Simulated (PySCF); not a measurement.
## What a change does: NMR shielding calculation on C3H14OSi3

System: C3H14OSi3, SMILES CC(C)[SiH2][SiH2]O[SiH3].
Method of run 1: GIAO PBE0/pcSseg-1 NMR shielding, non-relativistic, gas phase (PySCF 2.14.0).

The geometry comes from this level: PBE0-D3(BJ)/def2-SVP. Text and figures count atoms from 1; the logs count them from 0 in places.

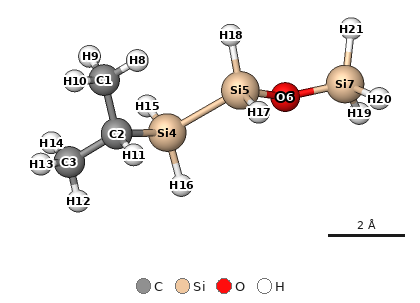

Fig. 1: The structure as given in the input (ball-and-stick view, seen at a tilt; atoms are numbered from 1 in the order of the input).

**The input, run 1**
```
{"job": {"kind": "nmr", "xc": "PBE0", "basis": "pcSseg-1"}, "charge": 0, "multiplicity": 1}
C     -2.222180     1.150984     0.563684
C     -1.954898    -0.336789     0.336708
C     -3.109027    -1.015621    -0.399222
Si    -0.305940    -0.610841    -0.572276
Si     1.472900     0.393539     0.577965
O      2.897931    -0.041409    -0.167621
Si     4.547425     0.097239    -0.101706
H     -1.438452     1.630445     1.171858
H     -2.278707     1.699355    -0.391349
H     -3.182000     1.304669     1.085049
H     -1.833280    -0.825187     1.321640
H     -2.937038    -2.094834    -0.533268
H     -4.055766    -0.895470     0.154552
H     -3.257407    -0.576264    -1.399552
H     -0.385331    -0.023762    -1.950221
H     -0.022027    -2.075695    -0.708482
H      1.495967    -0.053347     2.010511
H      1.347056     1.887826     0.591329
H      5.139882    -0.859907    -1.077337
H      5.043932    -0.222057     1.272438
H      4.966801     1.488284    -0.452175
```

The first line tells a small driver script what to run in PySCF; the rest is the geometry in Å.

Command:
```bash
OMP_NUM_THREADS=1 python <driver script> task.json out
```

Hardware: 1 CPU thread, shared host.

**Output (run 1)**
```
coarse grid: 17896 points
cycle   1  E = -1065.6864470841  dE =  1.687e-01  |g| = 7.979e-01  |ddm| = 3.917e+00
cycle   2  E = -1065.4556192978  dE =  2.308e-01  |g| = 1.343e+00  |ddm| = 1.774e+00
cycle   3  E = -1065.8054774424  dE = -3.499e-01  |g| = 1.217e-01  |ddm| = 1.311e+00
cycle   4  E = -1065.8080621518  dE = -2.585e-03  |g| = 5.537e-02  |ddm| = 1.536e-01
cycle   5  E = -1065.8088348357  dE = -7.727e-04  |g| = 1.028e-02  |ddm| = 5.613e-02
cycle   6  E = -1065.8088577241  dE = -2.289e-05  |g| = 2.718e-03  |ddm| = 1.098e-02
cycle   7  E = -1065.8088593926  dE = -1.669e-06  |g| = 5.670e-04  |ddm| = 2.359e-03
final grid: 155824 points
cycle   8  E = -1065.8586454997  dE = -1.978e-05  |g| = 9.349e-03  |ddm| = 2.170e-02
cycle   9  E = -1065.8586251213  dE =  2.038e-05  |g| = 1.364e-02  |ddm| = 1.756e-02
cycle  10  E = -1065.8586637331  dE = -3.861e-05  |g| = 1.394e-03  |ddm| = 1.123e-02
cycle  11  E = -1065.8586641205  dE = -3.874e-07  |g| = 2.358e-04  |ddm| = 1.217e-03
cycle  12  E = -1065.8586641321  dE = -1.160e-08  |g| = 6.558e-05  |ddm| = 2.611e-04
cycle  13  E = -1065.8586641331  dE = -9.527e-10  |g| = 2.129e-05  |ddm| = 6.926e-05
converged SCF energy = -1065.8586641331

GIAO shielding tensors (ppm)
atom      isotropic    diamagn.    paramagn.     s11        s22        s33       span
  0 C      162.265     248.873     -86.608    146.926    156.014    183.856     36.930
  1 C      171.908     252.946     -81.037    163.393    175.355    176.977     13.585
  2 C      161.068     244.616     -83.548    144.310    153.358    185.535     41.226
  3 Si     407.559     883.728    -476.169    370.855    374.539    477.283    106.428
  4 Si     372.710     880.533    -507.823    293.408    354.242    470.479    177.071
  5 O      345.998     399.748     -53.750    269.926    365.913    402.156    132.230
  6 Si     386.322     877.537    -491.215    339.718    348.198    471.049    131.331
  7 H       30.479      32.100      -1.621     25.108     29.793     36.535     11.427
  8 H       30.438      31.371      -0.933     27.073     28.596     35.644      8.571
  9 H       30.143      29.729       0.414     25.767     27.493     37.170     11.403
 10 H       30.433      33.877      -3.444     26.935     28.409     35.955      9.020
 11 H       29.981      28.687       1.293     25.175     28.074     36.693     11.518
 12 H       30.029      27.642       2.387     25.581     27.296     37.211     11.630
 13 H       30.365      28.919       1.445     26.679     28.626     35.789      9.110
 14 H       27.592      31.979      -4.386     24.513     26.681     31.584      7.072
 15 H       27.394      31.878      -4.484     23.750     26.310     32.121      8.372
 16 H       25.853      30.926      -5.072     21.985     26.271     29.304      7.319
 17 H       25.790      30.968      -5.178     21.572     26.532     29.267      7.695
 18 H       26.360      27.225      -0.866     22.970     24.681     31.427      8.457
 19 H       26.281      26.898      -0.617     23.049     24.720     31.075      8.026
 20 H       26.277      27.028      -0.752     22.969     24.677     31.185      8.216
```

Run 2 used a changed input.

**The two runs side by side**

```tsv
quantity	run 1	run 2
outcome	converged	converged
total energy (hartree)	−1065.858664	−1076.334844
HOMO (eV)	−7.69	−6.61
LUMO (eV)	−0.44	−1.27
dipole moment (D)	1.06	1.04
shielding of C1 (ppm)	162.3	159.3
shielding of C2 (ppm)	171.9	165.8
shielding of C3 (ppm)	161.1	158.1
shielding of Si4 (ppm)	407.6	421.7
shielding of Si5 (ppm)	372.7	386.6
shielding of O6 (ppm)	346.0	336.2
shielding of Si7 (ppm)	386.3	402.5
SCF iterations	13	15
basis functions	210	210
wall time (shared host)	1.9 min	2.5 min
```

Which change of the input explains these differences?

The change (lines with − go, lines with + come):
```diff
-"xc": "PBE0"
+"xc": "KT3"
+"pop": false
```

The total energies belong to different methods, so their difference says nothing on which is more stable or more accurate. The HOMO goes from −7.69 to −6.61 eV. The LUMO goes from −0.44 to −1.27 eV. Of all shieldings, the largest change is that of Si7, by +16.1 ppm. The functional changes from PBE0 to KT3. Exact exchange removes part of the self-interaction error of semilocal functionals, which pushes filled and empty levels apart. The SCF takes 15 iterations against 13.

**Output (run 2)**
```
coarse grid: 17896 points
cycle   1  E = -1076.0408200577  dE =  1.541e-01  |g| = 9.822e-01  |ddm| = 3.985e+00
cycle   2  E = -1075.1244737608  dE =  9.163e-01  |g| = 2.227e+00  |ddm| = 3.654e+00
cycle   3  E = -1076.2227706343  dE = -1.098e+00  |g| = 2.653e-01  |ddm| = 3.206e+00
cycle   4  E = -1076.2346863922  dE = -1.192e-02  |g| = 1.669e-01  |ddm| = 4.541e-01
cycle   5  E = -1076.2418046837  dE = -7.118e-03  |g| = 3.107e-02  |ddm| = 1.849e-01
cycle   6  E = -1076.2420303796  dE = -2.257e-04  |g| = 1.241e-02  |ddm| = 3.824e-02
cycle   7  E = -1076.2420666004  dE = -3.622e-05  |g| = 2.037e-03  |ddm| = 1.067e-02
cycle   8  E = -1076.2420675232  dE = -9.228e-07  |g| = 6.230e-04  |ddm| = 2.927e-03
final grid: 155824 points
cycle   9  E = -1076.3347643904  dE = -1.743e-04  |g| = 2.531e-02  |ddm| = 3.955e-02
cycle  10  E = -1076.3345208206  dE =  2.436e-04  |g| = 4.234e-02  |ddm| = 4.834e-02
cycle  11  E = -1076.3348324611  dE = -3.116e-04  |g| = 8.127e-03  |ddm| = 3.995e-02
cycle  12  E = -1076.3348439533  dE = -1.149e-05  |g| = 1.261e-03  |ddm| = 8.286e-03
cycle  13  E = -1076.3348444385  dE = -4.853e-07  |g| = 2.220e-04  |ddm| = 1.638e-03
cycle  14  E = -1076.3348444516  dE = -1.304e-08  |g| = 5.234e-05  |ddm| = 3.434e-04
cycle  15  E = -1076.3348444524  dE = -8.727e-10  |g| = 1.480e-05  |ddm| = 9.083e-05
converged SCF energy = -1076.3348444524

GIAO shielding tensors (ppm)
atom      isotropic    diamagn.    paramagn.     s11        s22        s33       span
  0 C      159.310     248.746     -89.436    143.996    152.350    181.584     37.588
  1 C      165.797     253.732     -87.934    157.669    168.760    170.962     13.293
  2 C      158.064     244.481     -86.417    141.136    149.758    183.298     42.162
  3 Si     421.748     886.201    -464.453    387.521    391.868    485.856     98.335
  4 Si     386.589     883.066    -496.477    307.811    369.222    482.735    174.925
  5 O      336.235     400.310     -64.075    258.362    358.733    391.611    133.248
  6 Si     402.462     879.956    -477.494    355.636    364.539    487.211    131.576
  7 H       30.431      32.756      -2.325     25.330     29.855     36.109     10.779
  8 H       30.463      31.722      -1.259     27.315     28.789     35.285      7.969
  9 H       30.179      29.338       0.841     26.133     27.597     36.806     10.673
 10 H       30.281      34.240      -3.959     27.047     28.464     35.333      8.286
 11 H       29.977      28.977       1.000     25.477     28.174     36.280     10.803
 12 H       30.044      27.270       2.774     25.910     27.385     36.836     10.926
 13 H       30.400      29.198       1.202     27.010     28.747     35.443      8.433
 14 H       27.786      32.645      -4.859     24.874     26.895     31.590      6.717
 15 H       27.568      32.447      -4.880     24.093     26.510     32.100      8.007
 16 H       25.941      31.430      -5.489     22.150     26.306     29.367      7.217
 17 H       25.882      31.521      -5.639     21.719     26.565     29.360      7.641
 18 H       26.487      27.622      -1.135     23.176     24.823     31.461      8.285
 19 H       26.389      27.232      -0.843     23.243     24.781     31.144      7.901
 20 H       26.382      27.392      -1.010     23.145     24.759     31.242      8.098
```
